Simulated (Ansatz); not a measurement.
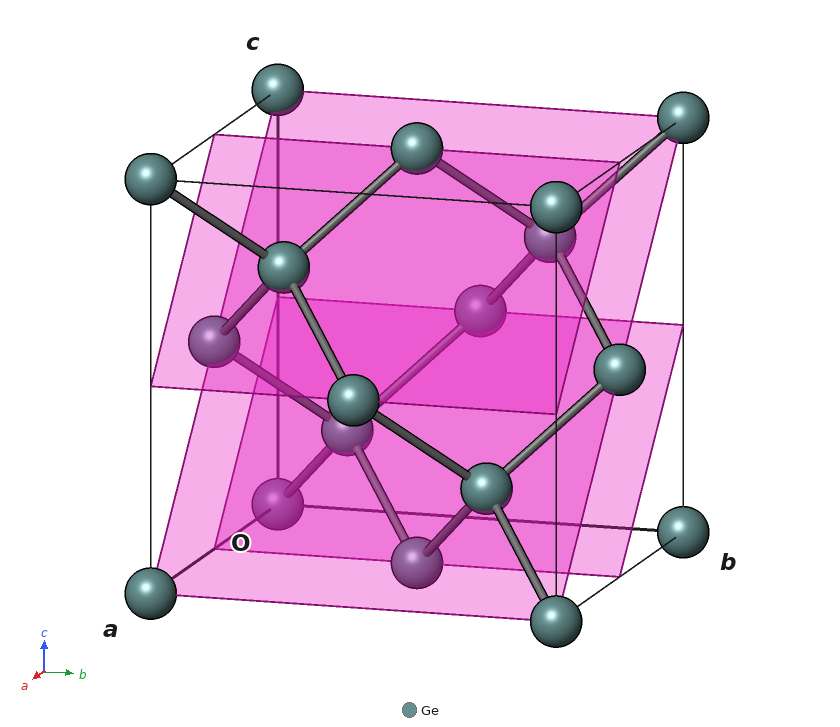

For Ge, the input geometry of an electronic-structure calculation (not necessarily at equilibrium): every member of one family of equally spaced planes, hx + ky + lz = a whole number, that cuts the unit cell is shaded (one member passes through the origin O, touching the cell only at an edge or corner). Symmetry computed with spglib at a tolerance of 0.002 Å; standard conventional cell.

a = 5.674 Å, b = 5.674 Å, c = 5.674 Å, α = 90.00°, β = 90.00°, γ = 90.00°.

**Which (hkl) family is drawn?**

(2 0 2); the opposite sign names the same planes. The member next to the origin meets the axes a at 1/2, b never, c at 1/2.

**What is the spacing?**

d = 2.006 Å.

**Which atoms of the cell lie in these planes (within 0.03 Å)?**

all 8 Ge.
